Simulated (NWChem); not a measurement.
# SnO (tin(ii) oxide): M06-SX/6-31G(d)/LANL2DZ (core potential, spherical functions)

Aim: the vertical electron affinity of SnO (tin(ii) oxide) at M06-SX/6-31G*/LANL2DZ (core potential, spherical functions), from 2 runs. 

The calculation is run with NWChem 7.3.0.

1 further run of the same task is left out (set aside as unsound or not needed).

## 1. Starting point

SnO has 2 atoms, charge 0, and is taken as a singlet. As SMILES, `[O]=[Sn]`. The shape comes from GFN2-xTB, which is rough for such elements, and wasn't checked as a minimum.

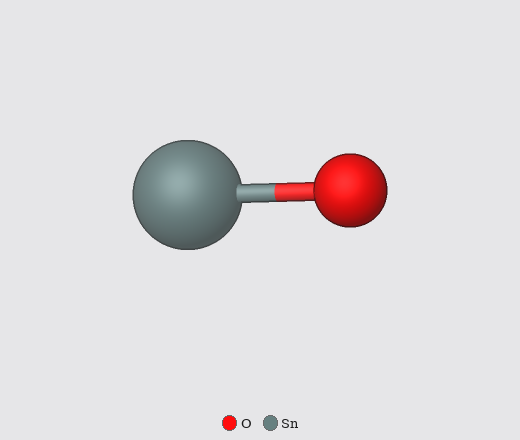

Viewed from a chosen angle; oxygen red, tin teal.

## 2. A single-point energy at M06-SX/6-31G(d)/LANL2DZ (core potential, spherical functions)

nw.nw reads:

```
start nw
title "OSn"
memory 2200 mb
geometry noautosym nocenter noautoz
  O     0.000000    0.000000    0.000000
  Sn    0.000000    0.000000    1.803580
end
basis spherical bse
  * library 6-31G* except Sn
  Sn library LANL2DZ
end
ecp bse
  Sn library LANL2DZ
end
dft
  xc m06-sx
  grid fine
  iterations 150
end
task dft energy
```

The run is started by

```console
$ nwchem nw.nw > nw.out
```

Log:

```text
[...]
          Wavefunction type:  closed shell.
          No. of atoms     :     2
          No. of electrons :    12
[...]
          Charge           :     0
          Spin multiplicity:     1
[...]
          AO basis - number of functions:    22
[...]
              XC Information
              --------------
                      MN12-SX Method XC Functional
                     Hartree-Fock (Exact) Exchange  0.335
                        M06-SX Exchange Functional  1.000
                      M06-SX Correlation Potential  1.000
[...]
 d= 0,ls=0.0,diis     1    -78.2240773776 -8.76D+01  1.43D-01  1.41D+00     0.4
[...]
 d= 0,ls=0.0,diis    10    -78.4467521310 -2.40D-08  1.27D-06  1.33D-09     2.5
         Total DFT energy =      -78.446752130969
      One electron energy =     -128.108160080457
           Coulomb energy =       49.662592298881
    Exchange-Corr. energy =       -9.390106364490
 Nuclear repulsion energy =        9.388922015098
[...]
```

Wall time 3.3 s (1 thread of Intel Xeon Platinum 8259CL at 2.50GHz (Skylake/Cascade Lake), shared host); peak memory 0.11 GiB.

## 3. The doublet anion at the same level

job.xyz reads:

```xyz
2

O      0.000000     0.000000     0.000000
Sn     0.000000     0.000000     1.803580
```

run.py reads:

```python
from ase.io import read
from ase.calculators.nwchem import NWChem

atoms = read('job.xyz')

calc = NWChem(
    label='job',
    theory='dft',
    memory='2200 mb',
    basis={'O': '6-31G*', 'Sn': 'LANL2DZ'},
    basispar='spherical bse',
    charge=-1,
    dft={'xc': 'm06-sx', 'mult': '2', 'grid': 'fine', 'iterations': '150'},
    task='energy',
    **{'ecp bse': {'Sn library': 'LANL2DZ'}},
)
atoms.calc = calc

print("Total energy (eV):", round(atoms.get_potential_energy(), 6))
```

The run is started by

```console
$ export ASE_NWCHEM_COMMAND="nwchem PREFIX.nwi > PREFIX.nwo"
$ python run.py
```

Log:

```text
Total energy (eV): -2133.919533
```

The calculator wrote job.nwi:

```
title "job"

permanent_dir job

scratch_dir job

start job

geometry units angstrom nocenter noautosym noautoz
  O  0.0000000000000000e+00 0.0000000000000000e+00 0.0000000000000000e+00
  Sn 0.0000000000000000e+00 0.0000000000000000e+00 1.8035800000000000e+00
end

charge -1

memory 2200 mb

basis spherical bse noprint
   O library 6-31G*
  Sn library LANL2DZ
end

dft
  xc m06-sx
  mult 2
  grid fine
  iterations 150
end
ecp bse
  Sn library LANL2DZ
end

task dft energy
```

job.nwo:

```text
Northwest Computational Chemistry Package (NWChem) 7.3.0
             --------------------------------------------------------

           Job information
           ---------------

    nwchem branch   = 7.3.0
    use scalapack   = T
    input           = job.nwi
    prefix          = job.
    data base       = job/job.db
    status          = startup
    nproc           =        1

           Memory information
           ------------------

    heap     =     72089598 doubles =      550.0 Mbytes
    stack    =     72089595 doubles =      550.0 Mbytes
    global   =    144179200 doubles =     1100.0 Mbytes (distinct from heap & stack)
    total    =    288358393 doubles =     2200.0 Mbytes
    verify   = yes
    hardfail = no

           Directory information
           ---------------------

  0 permanent = job
  0 scratch   = job

                                NWChem Input Module
                                -------------------

                                        job
                                        ---

 Scaling coordinates for geometry "geometry" by  1.889725989
 (inverse scale =  0.529177249)

                             Geometry "geometry" -> ""
                             -------------------------

 Output coordinates in angstroms (scale by  1.889725989 to convert to a.u.)

[... 13 lines left out ...]
            Nuclear Dipole moment (a.u.)
[... 57 lines left out ...]
          Convergence on density requested:  1.00D-05
[... 27 lines left out ...]
          Spatial weights used:  Erf1
[... 3 lines left out ...]
          Convergence aids based upon iterative change in
[... 60 lines left out ...]
         Total DFT energy =      -78.420097065618
[... 1 line left out ...]
           Coulomb energy =       52.765681204452
[... 1 line left out ...]
 Nuclear repulsion energy =        9.388922015098
[... 191 lines left out ...]
                     DFT Final Beta Molecular Orbital Analysis
[... 188 lines left out ...]
   alpha - beta orbital overlaps
   -----------------------------

   alpha      1      2      3      4      5      6      7      8      9     10
    beta      1      2      3      6      4      5      8      7      9     10
 overlap   1.000  1.000  1.000  0.993  1.000  1.000  0.991  0.999  0.999  0.999

   alpha     11     12     13     14     15     16     17     18     19     20
    beta     11     12     14     13     15     16     17     18     20     21
 overlap   0.997  1.000  1.000  1.000  1.000  1.000  1.000  1.000  1.000  0.999

   alpha     21     22
    beta     19     22
 overlap   0.999  1.000

     --------------------------
     Expectation value of S2:
     --------------------------
      <S2> =      0.7512 (Exact =     0.7500)

 center of mass
 --------------
 x =   0.00000000 y =   0.00000000 z =   3.00112978

 moments of inertia (a.u.)
 ------------------
         163.606601446896           0.000000000000           0.000000000000
           0.000000000000         163.606601446896           0.000000000000
           0.000000000000           0.000000000000           0.000000000000

     Multipole analysis of the density
     ---------------------------------

     L   x y z        total         alpha         beta         nuclear
     -   - - -        -----         -----         ----         -------
     0   0 0 0     -1.000000     -7.000000     -6.000000     12.000000

     1   1 0 0     -0.000000     -0.000000     -0.000000      0.000000
[... 8 lines of this table left out ...]
     2   0 0 2    -26.965722    -42.800487    -30.630507     46.465272

 Task  times  cpu:        4.6s     wall:        4.6s
 Total times  cpu:        4.7s     wall:        4.7s
```

It took 6 s on 1 thread of Intel Xeon Platinum 8259CL at 2.50GHz (Skylake/Cascade Lake), shared host; peak memory 0.11 GiB.

## 4. Summary of results

Level: M06-SX/6-31G*/LANL2DZ (core potential, spherical functions).

| quantity | value |
| --- | --- |
| singlet SnO: total energy | -78.44675 Eh |
| singlet SnO: dipole moment | 3.96 D |
| singlet SnO: HOMO energy | -6.91 eV |
| singlet SnO: LUMO energy | -1.65 eV |
| singlet SnO: HOMO–LUMO gap | 5.25 eV |
| doublet anion: total energy | -78.42010 Eh |
| doublet anion: HOMO energy (highest over α and β) | 3.12 eV |
| doublet anion: LUMO energy (lowest over α and β) | 4.18 eV |
| doublet anion: ⟨S²⟩ | 0.751 |
| vertical electron affinity (to the doublet anion) | -0.725 eV |

In words: The anion lies 0.73 eV (16.7 kcal/mol) above the neutral: the electron isn't bound at this level, and such a value depends on the basis. Without diffuse functions anions come out too high. The HOMO (doublet anion) lies at positive energy, 3.12 eV; only total energies tell whether the electron is bound.
